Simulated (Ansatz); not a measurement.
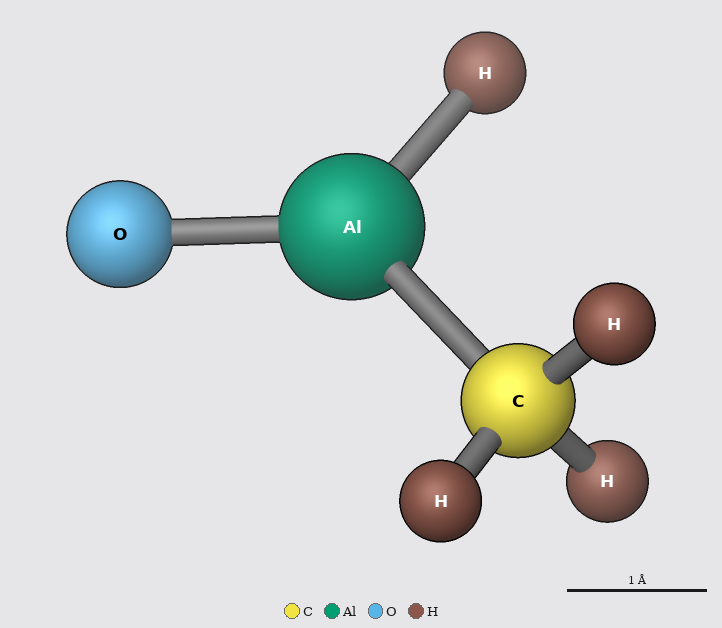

Every bond is drawn as one stick, whatever its order.

State: charge −1, singlet. The computed structure is the end point of a PBE-D4/def2-SVPD optimisation. No frequency run is at hand to confirm it as a minimum.

Describe the molecule.

It has 7 atoms: 1 carbon, 4 hydrogen, 1 aluminium and 1 oxygen (CH4AlO(-)). Coordination: 1 C tetrahedral; 1 Al trigonal planar.
